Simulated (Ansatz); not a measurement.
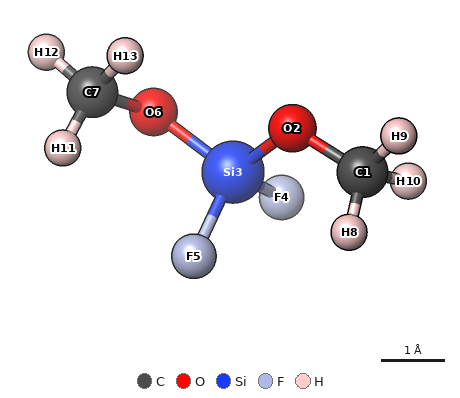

Starting structure of C2H6F2O2Si (coarse preliminary run). A ball-and-stick model, seen from a free direction.

The start comes from a force field.

The calculation used Ansatz, RKS PBE-D4/def2-SVP.

The input:
```yaml
crystal:
  periodic: [false, false, false]
  atoms:
    - {symbol: C, position_ang: [-1.885100, -0.211800, 1.303600]}
    - {symbol: O, position_ang: [-1.074800, -0.262100, 0.170800]}
    - {symbol: Si, position_ang: [0.178600, 0.791100, 0.088600]}
    - {symbol: F, position_ang: [-0.260100, 2.295400, 0.245800]}
    - {symbol: F, position_ang: [1.205300, 0.448400, 1.294700]}
    - {symbol: O, position_ang: [1.032000, 0.649100, -1.328200]}
    - {symbol: C, position_ang: [1.720000, -0.590900, -1.576800]}
    - {symbol: H, position_ang: [-1.359900, -0.350100, 2.220700]}
    - {symbol: H, position_ang: [-2.709100, -0.910800, 1.225800]}
    - {symbol: H, position_ang: [-2.423700, 0.812800, 1.361900]}
    - {symbol: H, position_ang: [2.458900, -0.792500, -0.811300]}
    - {symbol: H, position_ang: [2.202100, -0.511300, -2.540200]}
    - {symbol: H, position_ang: [0.936300, -1.402200, -1.640500]}
basis:
  gaussian: {orbitals: def2-SVP}
hamiltonian: {xc: pbe, dispersion: d4}
relax: {f_tol: 0.03, max_steps: 200}
```

Command:
```bash
ansatz run in.yaml --threads 4 --pin off --events-out ev --progress --plain --max-ram 11315MiB
```

Predict the outcome.

The atom that moves furthest after the best rigid fit is F5 (0.49 Å). By element the largest moves are F 0.49 Å, H 0.38 Å, O 0.32 Å, Si 0.23 Å, C 0.12 Å. Among the contacts that change: C1–H10 1.159 → 1.112 Å, C1–H8 1.066 → 1.112 Å, Si3–F4 1.575 → 1.616 Å, C1–O2 1.394 → 1.422 Å. Among the angles between lasting bonds that change: Si3–O6–C7 117.8° → 125.1°, F5–Si3–O6 106.9° → 112.8°, H9–C1–H10 102.7° → 108.3°. Groups turn about Si3–O6 by about 25°. After 12 accepted moves (13 points after the start) the energy has fallen by 27.2 kJ/mol. The largest force component goes from 2.2 to 0.014 eV/Å. The line search rejected the trial step at point 6 of the run. The forces were under the threshold at step 5, but the run went on from there.

Final geometry:

```xyz
13

C    -1.8832   -0.2584    1.2468
O    -0.9670   -0.0813    0.1743
Si    0.3128    0.9530    0.1789
F    -0.1402    2.5017    0.0821
F     1.0972    0.8141    1.5957
O     1.2722    0.6428   -1.1098
C     1.6128   -0.6547   -1.5827
H    -1.3602   -0.3961    2.2185
H    -2.4896   -1.1633    1.0416
H    -2.5724    0.6100    1.3372
H     2.4298   -1.1017   -0.9747
H     1.9692   -0.5599   -2.6280
H     0.7390   -1.3412   -1.5650
```

The end point in the same view:

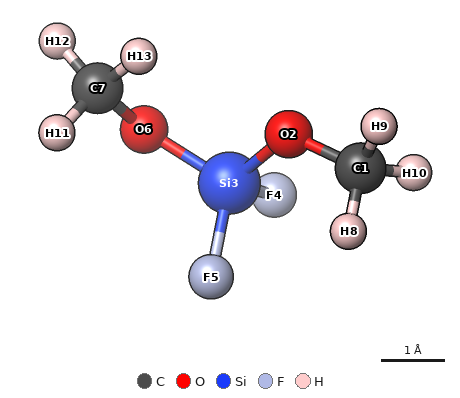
